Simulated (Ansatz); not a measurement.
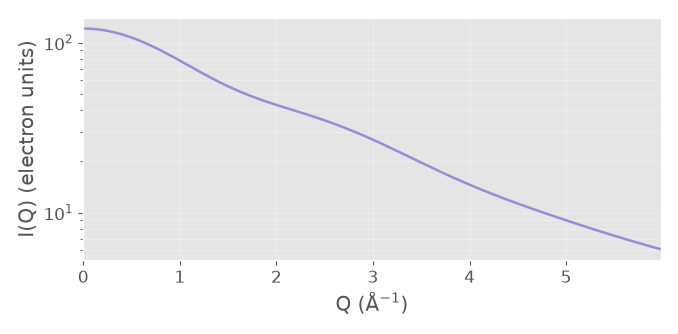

Elastic X-ray scattering of a randomly oriented, rigid molecule, calculated with the Debye equation from neutral-atom form factors (independent atoms, no Compton part, no vibration). The geometry is the end point of an optimisation (Ansatz, UKS PBE/def2-TZVP); it may be a saddle point or a higher isomer. It contains H, O.

> How many electrons does the independent-atom model of the molecule hold?

I(0) is the square of the electron number: I(0) = 121, so about 11 electrons, the count of H3O.

> What radius of gyration does the initial fall-off give?

From I(Q) ≈ I(0) exp(−Q²R²/3) at small Q, R ≈ 1.23 Å. It is larger than the electron-weighted radius of the nuclear positions alone (1.03 Å), because each atom's electron cloud adds to it.
